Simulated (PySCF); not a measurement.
Vertical excitations of a molecule CH10Si4 from TDA-ωB97X/def2-SVPD in PySCF, as energy in eV (oscillator strength): 5.72 (0.019), 5.83 (0.156), 6.65 (0.149), 6.76 (0.035), 6.98 (0.050), 7.02 (0.024), 7.08 (0.039), 7.17 (0.049), 7.34 (0.010), 7.38 (0.203). Lowest triplet (TDA): 5.07 eV. The structure is a stationary point at ωB97X-D3(BJ)/def2-SVP. One conformer was computed; it need not be the lowest.

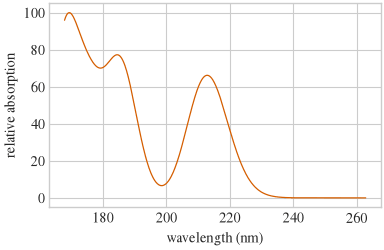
The lines broadened by 0.4 eV.

Question: Identify the compound among the candidates.
A) [SiH3][SiH]1[SiH2]C[SiH2]1
B) C1[SiH2][SiH2][SiH2][SiH2]1
C) [SiH3][Si@@H]1C[SiH2][SiH2]1
D) [SiH3]C1[SiH2][SiH2][SiH2]1

Answer: C, [SiH3][Si@@H]1C[SiH2][SiH2]1
